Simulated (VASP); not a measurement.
Input:

```
MgTe
1.0
    2.28983    -3.96611     0.00000
    2.28983     3.96611     0.00000
    0.00000     0.00000     7.44966
Mg Te
2 2
Direct
  0.66667   0.33333   0.49973
  0.33333   0.66667   0.99973
  0.66667   0.33333   0.87627
  0.33333   0.66667   0.37627
```

Method: optB86b-vdW, VASP's PBE PAW potentials (set 64) (plane waves; VASP). Run with 520 eV cut-off, 6×6×4 Γ-centred mesh, tetrahedra with Blöchl corrections, potentials Mg Te.

Unless said otherwise, spin-orbit coupling is left out, though it shifts the bands of the heavy elements here.

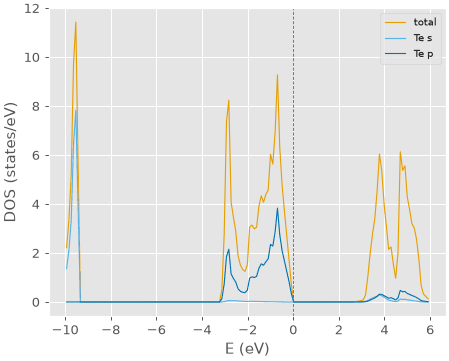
*Total and projected density of states, zero at the valence-band maximum*

Within 2 eV below the valence-band maximum the largest weight inside VASP's projection spheres is Te p.

The gap is direct, 2.44 eV, from the valence maximum at Γ to the conduction minimum at Γ.

The compound is MgTe in the wurtzite structure. It was relaxed first.
